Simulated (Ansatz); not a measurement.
# C₂H₆ClO₂Sc: what the fields show

The calculation's input:

```
crystal:
  periodic: [false, false, false]
  atoms:
    - {symbol: C, position_ang: [-2.278980, 1.543579, 0.164354]}
    - {symbol: O, position_ang: [-1.301319, 0.690206, 0.655644]}
    - {symbol: Sc, position_ang: [0.068959, -0.439310, 1.160513]}
    - {symbol: Cl, position_ang: [0.193543, -1.248731, 3.345682]}
    - {symbol: O, position_ang: [1.342527, -0.913374, -0.089146]}
    - {symbol: C, position_ang: [2.239722, -1.197306, -1.108877]}
    - {symbol: H, position_ang: [-2.375865, 2.429586, 0.801934]}
    - {symbol: H, position_ang: [-3.252735, 1.041554, 0.136708]}
    - {symbol: H, position_ang: [-2.038145, 1.877265, -0.851792]}
    - {symbol: H, position_ang: [2.027858, -0.595883, -2.000676]}
    - {symbol: H, position_ang: [3.267127, -0.987640, -0.790467]}
    - {symbol: H, position_ang: [2.184407, -2.255147, -1.389777]}
basis:
  gaussian: {orbitals: def2-TZVPP}
hamiltonian: {xc: pbe0, dispersion: d4}
output: {orbitals: {seedname: orbitals}}
```

Launched as:

```sh
ansatz run in.yaml --threads 4 --pin off --events-out ev --progress --plain --max-ram 11315MiB
```

Geometry: PBE0-D4/def2-TZVP.

The calculation used RKS PBE0-D4/def2-TZVPP (Ansatz).

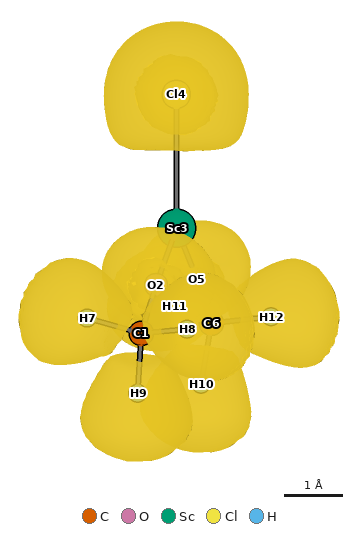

Figure 1. Isosurface of the ELF at 0.75 (yellow), seen at an oblique angle. Core shells and regions of very low density are left out.

What do the ELF domains correspond to?

At this value the surface marks out six regions around hydrogen nuclei, two regions on O in which the atom's valence shell and bonds are merged and one region wrapped around Cl (its valence shell). Along the contacts the grid gives the following. C–O (1.39 Å): the ELF peaks at about 0.90 between the atoms (a shared but strongly polarised pair). Sc–O (1.85 Å): the ELF peaks at about 0.80 in the valence shell of O, 0.5 Å from its nucleus, and drops to about 0.15 between the two atoms.

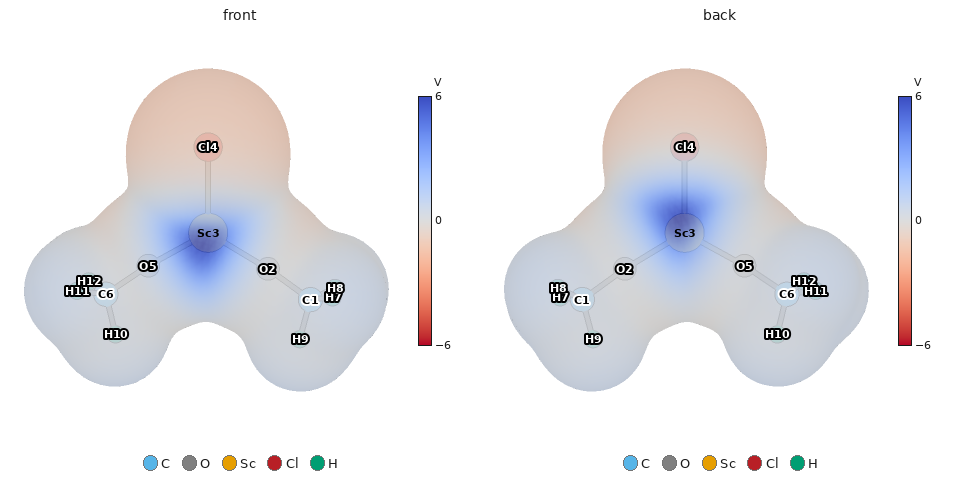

Figure 2. The electrostatic potential painted on the density surface at 0.001 e/bohr³, seen from the front and from behind; the colour scale runs from red (negative) to blue (positive).

Where is the surface potential most negative and most positive?

The most negative region (about −1.0 V) lies over Cl4, the most positive (about +5.3 V) over Sc3.

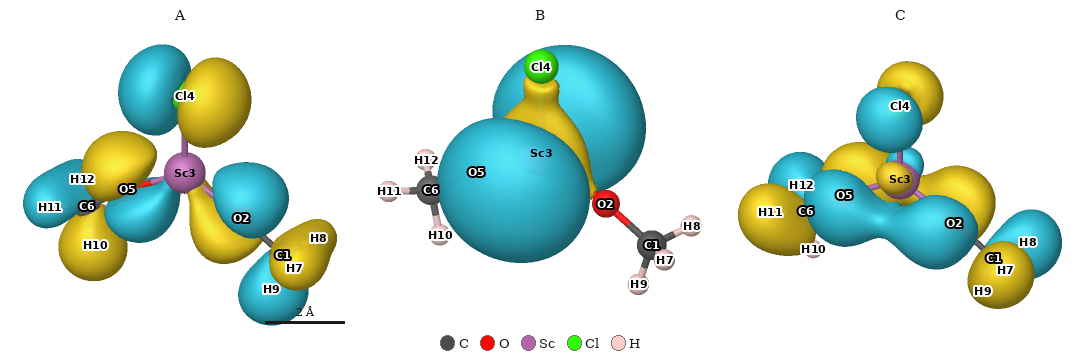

Figure 3. Three frontier orbitals at ±0.06 Å⁻³ᐟ² (yellow and cyan are the two phases), in no order.

Order the three orbitals by energy and name them.

C is the HOMO−1 (−8.22 eV). It lies mainly on O2 (about 25 %), O5 (about 25 %), Sc3 (about 10 %), C1 (about 5 %), C6 (about 5 %) and Cl4 (about 5 %). A is the HOMO (−7.91 eV). It lies mainly on O2 (about 25 %), O5 (about 25 %) and Cl4 (about 20 %); largely a combination of lone pairs on O2, O5 and Cl4. B is the LUMO (−1.88 eV). It lies mainly on Sc3 (about 90 %).

What is the HOMO–LUMO gap?

6.03 eV between the orbital energies.
